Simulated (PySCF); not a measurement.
# C5H12O (neopentyl alcohol): levels of theory compared

Wanted: a comparison of 6 runs (BLYP/6-31G*, PBE/6-31G*, SVWN5/6-31G*, TPSS/6-31G*, r2SCAN/6-31G*, CCSD(T)/6-31G*) of C5H12O (neopentyl alcohol). Input form: a Python script.

Program for the calculation: PySCF 2.14.0.

1 further run of the same task is left out (set aside as unsound or not needed).

### 1 The molecule

C5H12O has 18 atoms, charge 0, and is taken as a singlet. SMILES: `CC(C)(C)CO`. The shape is that of a GFN2-xTB optimisation. This is one conformer, not always the lowest.

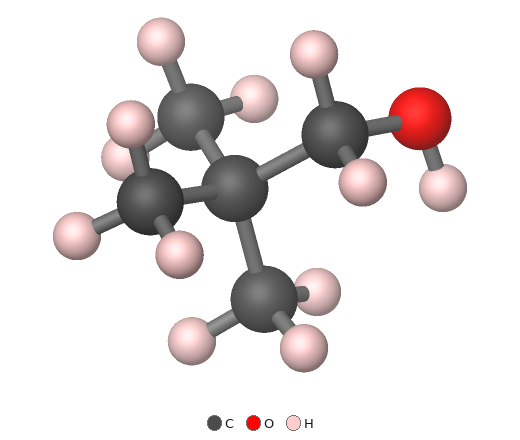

Viewed from a chosen angle; carbon dark grey, oxygen red, hydrogen pink.

### 2 A single-point energy at BLYP/6-31G(d) (spherical functions) (run 1)

Input file run.py:

```python
from pyscf import gto, dft

molecule = gto.M(
    atom='''
C       -0.350770      -1.376500       0.652090
C        0.142820      -0.075280       0.018110
C        1.644470       0.088560       0.257500
C       -0.131790      -0.098830      -1.489180
C       -0.587850       1.115980       0.671210
O       -1.984390       1.093990       0.511390
H       -0.058040      -1.423880       1.698230
H       -1.435540      -1.429170       0.599650
H        0.067860      -2.237440       0.136030
H        2.014440       0.992650      -0.221490
H        2.185310      -0.762050      -0.150120
H        1.858250       0.153110       1.321880
H        0.109500       0.862140      -1.941090
H       -1.174770      -0.333410      -1.694300
H        0.478860      -0.861440      -1.966820
H       -0.172960       2.056500       0.276870
H       -0.422390       1.097060       1.750890
H       -2.183000       1.138010      -0.430850
''',
    max_memory=1860,
    verbose=3,
    basis='6-31g*',
    charge=0,
)

calc0 = dft.RKS(molecule)
calc0.xc = 'blyp'
calc0.grids.level = 5
calc0.conv_tol = 1e-10
calc0.kernel()
if not calc0.converged:
    calc0 = calc0.newton().run(calc0.mo_coeff, calc0.mo_occ)

e_tot = calc0.e_tot
print('E(%s) = %.9f' % ('BLYP', e_tot))
```

Launch:

```console
$ OMP_NUM_THREADS=1 python run.py
```

What it wrote:

```text
converged SCF energy = -272.808637112359
E(BLYP) = -272.808637112
```

Run time: 50 s. Hardware: 1 thread of Intel Xeon at 2.70GHz, shared host; peak memory 0.59 GiB.

### 3 A single-point energy at PBE/6-31G(d) (spherical functions) (run 2)

run.py, as its differences from that of step 2:

```diff
@@ -1,4 +1,5 @@
+# CC(C)(C)CO
 from pyscf import gto, dft
 
-molecule = gto.M(
+mol = gto.M(
     atom='''
@@ -24,16 +25,16 @@
     max_memory=1860,
+    spin=0,
+    basis='6-31g*',
     verbose=3,
-    basis='6-31g*',
-    charge=0,
 )
 
-calc0 = dft.RKS(molecule)
-calc0.xc = 'blyp'
-calc0.grids.level = 5
-calc0.conv_tol = 1e-10
-calc0.kernel()
-if not calc0.converged:
-    calc0 = calc0.newton().run(calc0.mo_coeff, calc0.mo_occ)
+mf = dft.RKS(mol)
+mf.xc = 'pbe'
+mf.grids.level = 5
+mf.conv_tol = 1e-10
+mf.kernel()
+if not mf.converged:
+    mf = mf.newton().run(mf.mo_coeff, mf.mo_occ)
 
-e_tot = calc0.e_tot
-print('E(%s) = %.9f' % ('BLYP', e_tot))
+energy = mf.e_tot
+print('Final energy', energy)
```

Launch:

```console
$ OMP_NUM_THREADS=1 python run.py
```

What it wrote:

```text
converged SCF energy = -272.595216271635
Final energy -272.5952162716349
```

Run time: 52 s. Hardware: 1 thread of Intel Xeon at 2.70GHz, shared host; peak memory 0.59 GiB.

Runs 3 to 5 aren't shown in full; the table further down has their settings and results.

### 4 The energy at CCSD(T)/6-31G(d) (spherical functions) (run 6)

Input file run.py:

```python
from pyscf import gto, scf, cc

mol = gto.M(
    atom='''
C     -0.662859    -2.601208     1.232272
C      0.269891    -0.142259     0.034223
C      3.107598     0.167354     0.486604
C     -0.249047    -0.186762    -2.814142
C     -1.110876     2.108897     1.268403
O     -3.749954     2.067341     0.966387
H     -0.109680    -2.690743     3.209190
H     -2.712777    -2.700740     1.133174
H      0.128237    -4.228149     0.257059
H      3.806740     1.875837    -0.418555
H      4.129637    -1.440066    -0.283686
H      3.511584     0.289336     2.497991
H      0.206925     1.629208    -3.668128
H     -2.219994    -0.630054    -3.201763
H      0.904914    -1.627886    -3.716751
H     -0.326847     3.886222     0.523208
H     -0.798201     2.073143     3.308703
H     -4.125272     2.150527    -0.814189
''',
    max_memory=1860,
    basis='6-31g*',
    verbose=4,
    unit='bohr',
)

mf = scf.RHF(mol)
mf.conv_tol = 1e-10
mf.kernel()
if not mf.converged:
    mf = mf.newton().run(mf.mo_coeff, mf.mo_occ)

mycc = cc.CCSD(mf, frozen=6)
mycc.kernel()
e_t = mycc.ccsd_t()
e_tot = mycc.e_tot + e_t
print('E(%s) = %.9f' % ('CCSD(T)', e_tot))
```

Launch:

```console
$ OMP_NUM_THREADS=1 python run.py
```

What it wrote:

```text
PySCF version 2.14.0

[... 72 lines left out ...]
converged SCF energy = -271.177214829452
[... 12 lines left out ...]
Init t2, MP2 energy = -272.011706213767  E_corr(MP2) -0.834491384315513
[... 12 lines left out ...]
CCSD converged
[... 2 lines left out ...]
E(CCSD(T)) = -272.103301364
```

It took 2.3 min on 1 thread of Intel Xeon at 2.70GHz, shared host; peak memory 1 GiB.

### 5 All runs side by side

| run | level | integration grid | frozen core orbitals | energy (Eh) | dipole moment (D) of the reference | HOMO energy (eV) | LUMO energy (eV) | wall time |
| --- | --- | --- | --- | --- | --- | --- | --- | --- |
| 1 | BLYP/6-31G* (spherical functions) | 5 | – | -272.808637 | 1.51 | -5.49 | 1.22 | 50 s |
| 2 | PBE/6-31G* (spherical functions) | 5 | – | -272.595216 | 1.53 | -5.62 | 1.20 | 52 s |
| 3 | SVWN5/6-31G* (spherical functions) | 5 | – | -270.535981 | 1.59 | -5.73 | 0.92 | 30 s |
| 4 | TPSS/6-31G* (spherical functions) | 5 | – | -273.007842 | 1.55 | -5.76 | 1.50 | 91 s |
| 5 | r2SCAN/6-31G* (spherical functions) | 5 | – | -272.796534 | 1.60 | -6.05 | 1.72 | 1.9 min |
| 6 | CCSD(T)/6-31G* (spherical functions) | – | 6 | -272.103301 | 1.81 | -11.39 | 5.62 | 2.3 min |

### 6 What came out

| quantity | value |
| --- | --- |
| run 6: total energy | -272.10330 Eh |
| run 6: dipole moment (Hartree–Fock density) | 1.81 D |
| run 6: HOMO energy (Hartree–Fock orbitals) | -11.39 eV |
| run 6: LUMO energy (Hartree–Fock orbitals) | 5.62 eV |
| run 6: HOMO–LUMO gap (Hartree–Fock orbitals) | 17.01 eV |
| run 6: correlation energy (6 core orbitals frozen) | -926.1 mEh |
| run 6: (T) correction | -24.25 mEh |
| run 6: T1 diagnostic | 0.009 |

What this shows: Over runs 1, 2, 3, 4, 5 the dipole moment (its size) runs from 1.51 D (BLYP/6-31G*) to 1.60 D (r2SCAN/6-31G*). Over runs 1, 2, 3, 4, 5 the HOMO–LUMO gap runs from 6.65 eV (SVWN5/6-31G*) to 7.76 eV (r2SCAN/6-31G*). Totals of different functionals can't be ranked against each other. All runs together took 7.9 min, the longest 2.3 min.
